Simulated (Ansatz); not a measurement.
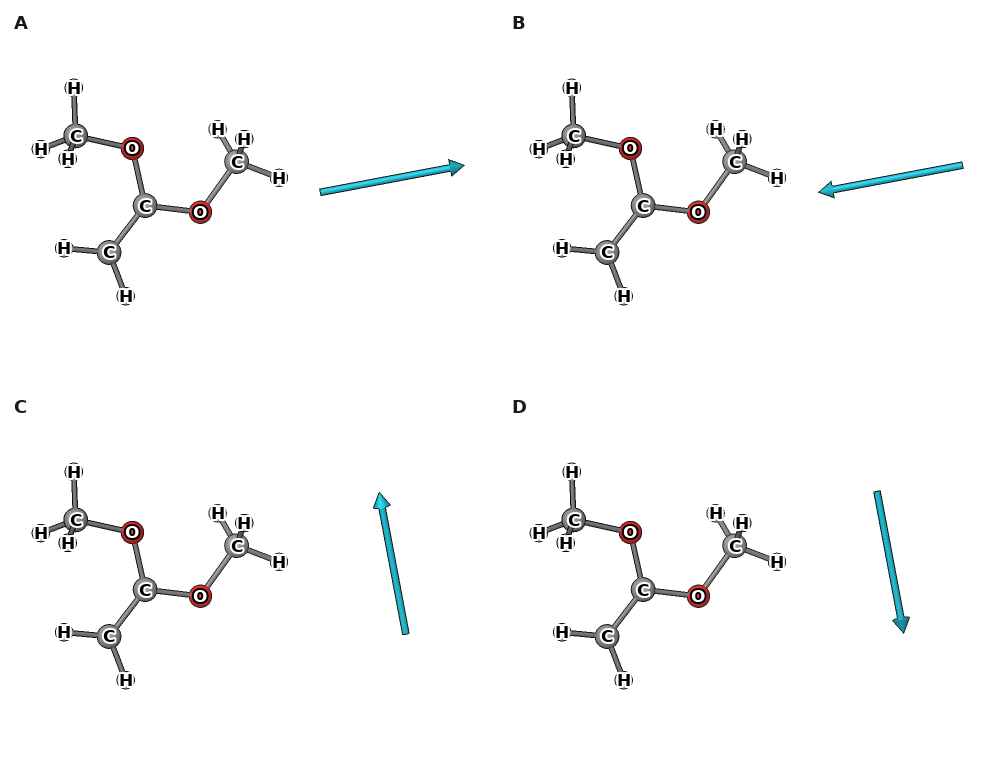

The same molecule four times, each with an arrow. Computed geometry: PBE-D4/def2-SVP optimisation. No frequency run is at hand to confirm it as a minimum. Level of theory: RKS PBE-D4/def2-SVP (Ansatz 0.2.0).

**Which arrow points along the dipole moment, from the negative to the positive end?**

C. The dipole moment is 2.05 D.
